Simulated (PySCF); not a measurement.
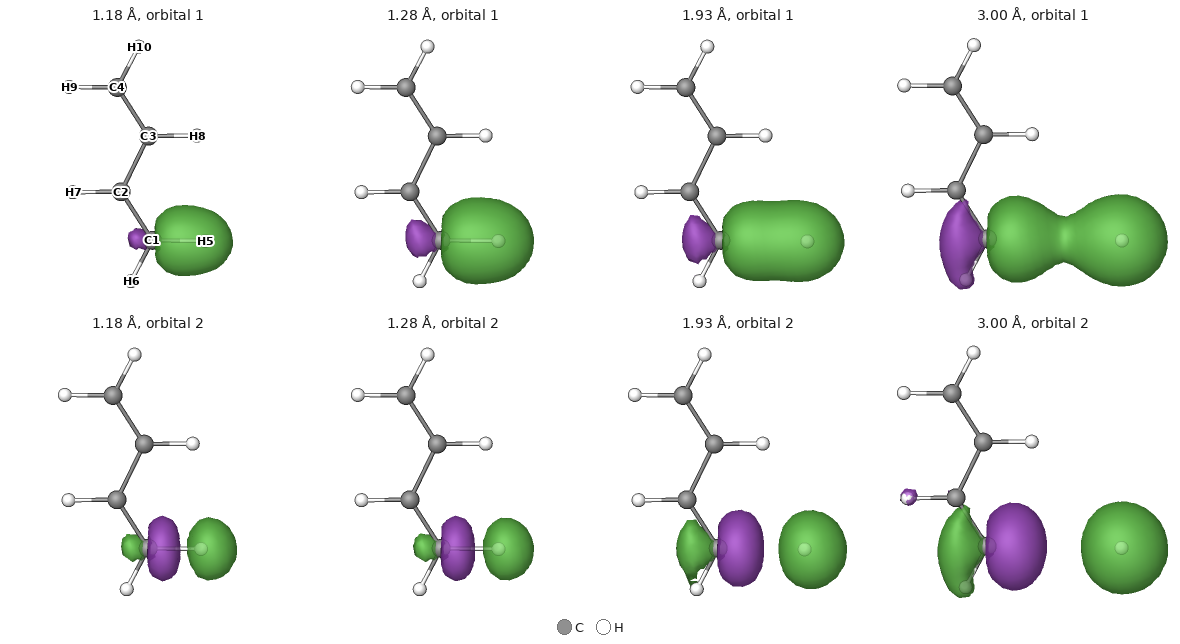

Figure. C4H6, SMILES `C=CC=C`. Rigid stretch of the C1–H5 bond. The two CASSCF(2,2) natural orbitals nearest half filling (orbital 1 the more occupied).

Computed with PySCF, 6-31G* basis, geometry: GFN2-xTB. No frequency check shows the geometry to be a minimum.

Cartesian coordinates (Å):

```
C1       1.8282    0.1074    0.0000
C2       0.6013   -0.4022    0.0000
C3      -0.6013    0.4022    0.0000
C4      -1.8282   -0.1074    0.0000
H5       1.9962    1.1722    0.0000
H6       2.7066   -0.5150    0.0000
H7       0.4561   -1.4750    0.0000
H8      -0.4561    1.4750    0.0000
H9      -1.9962   -1.1722    0.0000
H10     -2.7066    0.5150    0.0000
```

### How do the occupations change along the stretch?

1.18 Å: 1.98 and 0.02; 1.28 Å: 1.97 and 0.03; 1.93 Å: 1.82 and 0.18; 3.00 Å: 1.28 and 0.72. At the longest distance computed (3.00 Å) they are 1.28 and 0.72, and the effective number of unpaired electrons is 1.7.

UHF's ⟨S²⟩ passes 1 along the scan (up to 1.54), so it also polarises electrons outside the stretched bond; its energy lowering isn't due to that bond alone.

UHF already breaks spin symmetry near equilibrium here (⟨S²⟩ = 0.40 at 1.07 Å), for reasons apart from this bond.

### How much energy does the stretch cost?

By CASSCF, 4.6 eV from the lowest point of the scan (1.07 Å) to 3.00 Å; RHF gives 7.9 eV from its own lowest point. The fragments aren't relaxed and dynamic correlation is missing, so this isn't a bond dissociation energy.

Cost of the run: 100 s on 1 thread of Arm Neoverse V1, on a shared host, peak memory 0.18 GiB.
